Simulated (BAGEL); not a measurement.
**HF/STO-3G (density fitting with qzvpp-jkfit) run of SiHSF3 (SMILES F[Si](F)(F)S)**

Aim: the vertical ionisation energy of SiHSF3 at HF/STO-3G (density fitting with qzvpp-jkfit), from 2 runs. 

The calculation is run with BAGEL 1.2.2.

1 further run of the same task is left out (set aside as unsound or not needed).

### Step 1. Starting point

The species is SiHSF3 (6 atoms), meant as a singlet with charge 0. SMILES: `F[Si](F)(F)S`. The coordinates come from a PBE0-D4/def2-TZVP relaxation.

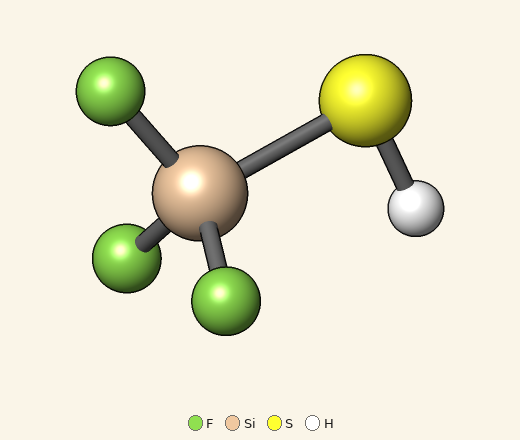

The structure, seen from a chosen angle (fluorine green, silicon light orange, sulfur yellow, hydrogen white).

### Step 2. A single-point energy at HF/STO-3G (density fitting with qzvpp-jkfit)

The input, input.json:

```json
{ "bagel": [

{
  "title": "molecule",
  "basis": "sto-3g",
  "df_basis": "qzvpp-jkfit",
  "angstrom": true,
  "geometry": [
    { "atom": "F", "xyz": [    0.466800,   -0.998900,    1.589500 ] },
    { "atom": "Si", "xyz": [    0.253700,   -0.377400,    0.162100 ] },
    { "atom": "F", "xyz": [   -0.333300,   -1.487500,   -0.786100 ] },
    { "atom": "F", "xyz": [    1.659400,    0.005000,   -0.432600 ] },
    { "atom": "S", "xyz": [   -1.016800,    1.267900,    0.370500 ] },
    { "atom": "H", "xyz": [   -0.987600,    1.526900,   -0.949600 ] }
  ]
},
{
  "title": "hf"
},
{
  "title": "print",
  "file": "orbitals.molden",
  "orbitals": true
}

]}
```

Command:

```console
$ BAGEL_NUM_THREADS=1 BAGEL input.json > input.out
```

Log:

```text
* using 1 threads per process

  ===============================================================
  ===============================================================

  *** Geometry ***

  { "atom" : "F", "xyz" : [      0.882124,     -1.887647,      3.003720 ] },
  { "atom" : "Si", "xyz" : [      0.479424,     -0.713183,      0.306325 ] },
  { "atom" : "F", "xyz" : [     -0.629846,     -2.810968,     -1.485514 ] },
  { "atom" : "F", "xyz" : [      3.135812,      0.009449,     -0.817496 ] },
  { "atom" : "S", "xyz" : [     -1.921474,      2.395984,      0.700144 ] },
  { "atom" : "H", "xyz" : [     -1.866294,      2.885423,     -1.794484 ] },

  Number of auxiliary basis functions:      505

  Since a DF basis is specified, we compute 2- and 3-index integrals:
    o Being stored without compression. Storage requirement is 0.005 GB

  Number of basis functions:       34
  Number of electrons      :       58

    * METHOD: MOLECULE                             0.20

  *** RHF ***

  === Nuclear Repulsion ===
   323.4283758812

      * DIIS with orbital gradients will be used.

  === RHF iteration (sto-3g) ===
      0       -973.42716315          0.01667260           0.04
      1       -973.55748648          0.00267985           0.04
      2       -973.56087007          0.00069036           0.04
      3       -973.56131214          0.00012406           0.04
      4       -973.56132662          0.00001618           0.04
      5       -973.56132681          0.00000246           0.04
      6       -973.56132681          0.00000082           0.04
      7       -973.56132681          0.00000021           0.04
      8       -973.56132681          0.00000003           0.04
      9       -973.56132681          0.00000001           0.04
    * SCF iteration converged.

    * Permanent dipole moment:
           (    0.076505,    -0.170303,     0.300940) a.u.

    * METHOD: HF                                   0.47

    * METHOD: PRINT                                0.00

  ===============================================================
```

It took 0.85 s on 1 thread of Arm Neoverse V1, shared host.

### Step 3. The doublet cation

The input, job.json:

```json
{ "bagel": [

{
  "title": "molecule",
  "basis": "sto-3g",
  "df_basis": "qzvpp-jkfit",
  "angstrom": true,
  "geometry": [
    { "atom": "F", "xyz": [       0.466800,      -0.998900,       1.589500 ] },
    { "atom": "Si", "xyz": [       0.253700,      -0.377400,       0.162100 ] },
    { "atom": "F", "xyz": [      -0.333300,      -1.487500,      -0.786100 ] },
    { "atom": "F", "xyz": [       1.659400,       0.005000,      -0.432600 ] },
    { "atom": "S", "xyz": [      -1.016800,       1.267900,       0.370500 ] },
    { "atom": "H", "xyz": [      -0.987600,       1.526900,      -0.949600 ] }
  ]
},

{
  "title": "uhf",
  "charge": 1,
  "nopen": 1
},

{
  "title": "print",
  "file": "orbitals.molden",
  "orbitals": true
}

]}
```

Command:

```console
$ BAGEL_NUM_THREADS=1 BAGEL job.json > job.out
```

Log:

```text
* using 1 threads per process

  ===============================================================
  ===============================================================

  *** Geometry ***

  { "atom" : "F", "xyz" : [      0.882124,     -1.887647,      3.003720 ] },
  { "atom" : "Si", "xyz" : [      0.479424,     -0.713183,      0.306325 ] },
  { "atom" : "F", "xyz" : [     -0.629846,     -2.810968,     -1.485514 ] },
  { "atom" : "F", "xyz" : [      3.135812,      0.009449,     -0.817496 ] },
  { "atom" : "S", "xyz" : [     -1.921474,      2.395984,      0.700144 ] },
  { "atom" : "H", "xyz" : [     -1.866294,      2.885423,     -1.794484 ] },

  Number of auxiliary basis functions:      505

  Since a DF basis is specified, we compute 2- and 3-index integrals:
    o Being stored without compression. Storage requirement is 0.005 GB

  Number of basis functions:       34
  Number of electrons      :       58

    * METHOD: MOLECULE                             0.20

  *** Open-shell HF ***

  === Nuclear Repulsion ===
   323.4283758812

      * DIIS with orbital gradients will be used.

  === UHF iteration (sto-3g) ===
      0       -973.13562035          0.03588769           0.07
      1       -973.30161945          0.00757729           0.07
      2       -973.30859641          0.00193021           0.07
      3       -973.30937709          0.00075517           0.07
      4       -973.30958281          0.00007069           0.07
      5       -973.30959755          0.00000942           0.07
      6       -973.30960144          0.00000371           0.07
      7       -973.30960350          0.00000174           0.07
      8       -973.30960450          0.00000073           0.07
      9       -973.30960474          0.00000028           0.07
     10       -973.30960478          0.00000007           0.07
     11       -973.30960478          0.00000003           0.07
     12       -973.30960478          0.00000001           0.07
     13       -973.30960478          0.00000001           0.07
    * SCF iteration converged.

    * S^2 (UHF) is 0.7559

    * Permanent dipole moment:
           (    1.357591,    -1.901097,     0.404916) a.u.

    * METHOD: UHF                                  1.07

    * METHOD: PRINT                                0.00

  ===============================================================
```

It took 1.4 s on 1 thread of Arm Neoverse V1, shared host.

### Step 4. Summary of results

At HF/STO-3G (density fitting with qzvpp-jkfit):

| quantity | value |
| --- | --- |
| singlet SiHSF3: total energy | -973.56133 Eh |
| singlet SiHSF3: dipole moment | 0.90 D |
| singlet SiHSF3: HOMO energy | -8.08 eV |
| singlet SiHSF3: LUMO energy | 10.31 eV |
| singlet SiHSF3: HOMO–LUMO gap | 18.40 eV |
| doublet cation: total energy | -973.30960 Eh |
| doublet cation: ⟨S²⟩ | 0.756 |
| vertical ionisation energy (to the doublet cation) | 6.850 eV |

In words: The vertical ionisation energy comes to 6.85 eV (661 kJ/mol). The negative HOMO energy of the first species, 8.08 eV, lies 1.23 eV above that difference. In a minimal basis such a difference can be off by several eV, whatever the method.
